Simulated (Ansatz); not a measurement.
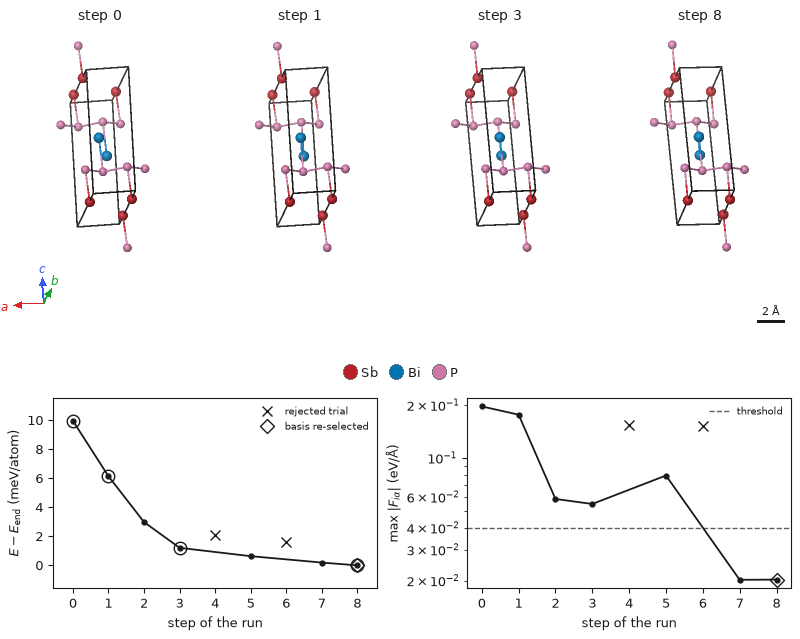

Frames of a relaxation of a crystal of BiSbP2 (a generated structure, set up in P-1) (coarse preliminary run), marked on the history of the run. A ball-and-stick model of the cell of the calculation, seen from a free direction.

Method: DFT PBE, scalar-relativistic, plane waves, PAW (Ansatz 0.2.0).

Input
```yaml
crystal:
  lattice:
    - [3.2143211321, 0.0, 0.0]
    - [-0.2912356288, 6.4372099601, 0.0]
    - [-1.4106701553, -2.8825929869, 11.1831453958]
  atoms:
    - { symbol: Sb, position: [0.013351836, 0.2542123574, 0.9994324464] }
    - { symbol: Sb, position: [0.986648164, 0.7457876426, 0.0005675536] }
    - { symbol: Bi, position: [0.6904768896, 0.7576467588, 0.5089944007] }
    - { symbol: Bi, position: [0.3095231104, 0.2423532412, 0.4910055993] }
    - { symbol: P, position: [0.0979449495, 0.8555534726, 0.2336990646] }
    - { symbol: P, position: [0.589848939, 0.6380883978, 0.2638417147] }
    - { symbol: P, position: [0.410151061, 0.3619116022, 0.7361582853] }
    - { symbol: P, position: [0.9020550505, 0.1444465274, 0.7663009354] }
basis:
  ecutwfc: 420
kpoints:
  mp_grid: { grid: [6, 4, 2] }
hamiltonian:
  xc: pbe
scf:
  occupations: { method: gaussian, width: 0.1 }
  lower_state_search: "off"
output:
  forces: true
  stress: true
  eigenvalues: true
relax:
  adjacent_minimum: "off"
  f_tol: 0.04
  max_steps: 70
  cell: { stress_tol: 0.4 }
```

Run as
```bash
ansatz run input.yaml --threads 1 --pin off --max-ram 2048MiB --backend cpu --events-out ev --progress --plain --runs-dir out
```

> What happens along the run?

The largest moves relative to the cell, 0.30 Å, are those of Bi3 and Bi4. Bi3 goes roughly along −a. Largest moves by element: Bi 0.30 Å, P 0.17 Å, Sb 0.13 Å. Cell: a 3.214 → 3.219 Å (+0.1 %), b 6.444 → 6.575 Å (+2.0 %), c 11.635 → 11.599 Å (−0.3 %), α 104.0° → 104.5°, β 97.0° → 92.9°, γ 92.6° → 90.6°. Volume +2.5 %. Among the contacts that change: Bi3–P6 2.743 → 2.722 Å, P5–P6 2.211 → 2.217 Å, Sb1–P8 2.607 → 2.603 Å. The space group stays P-1 (No. 2). The energy falls by 10.0 meV per atom in 5 accepted moves (8 points after the start). The largest force component goes from 0.2 to 0.02 eV/Å. The pressure goes from 0.05 to 0.03 GPa. The line search rejected the trial steps at points 4, 6 of the run. At 1 point the geometry stayed and the basis and grid were re-selected for the new cell (energy shift of 0.2 meV per atom at most each time). From step 0 to 1: Bi atoms move most (0.19 Å), volume +0.3 %, energy −3.8 meV per atom. From step 1 to 3: Sb atoms move most (0.10 Å), volume +1.5 %, energy −4.9 meV per atom. From step 3 to 8: Bi atoms move most (0.06 Å), volume +0.7 %, energy −1.2 meV per atom.
